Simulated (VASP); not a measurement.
Band structure of NaI (rock salt). All values below come from revTPSS meta-GGA, VASP's PBE PAW potentials (set 64) (plane waves; VASP).

Unless said otherwise, spin-orbit coupling is left out, though it shifts the bands of the heavy elements here.

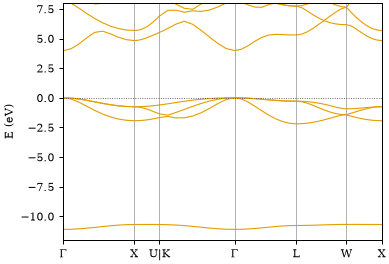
Fig. 1. Bands along high-symmetry lines, zero at the valence-band maximum or, without a gap, the Fermi level

Problem. Read the plot: is there a gap, and where are the band edges?

Solution. The gap is direct, 3.98 eV, from the valence maximum at Γ to the conduction minimum at Γ.

Measured: gap 5.90 eV (computed value off by -1.92 eV), as given by Abedi et al., (2022), arXiv:2211.14644.

The compound is NaI in the rock salt structure. It was relaxed first.
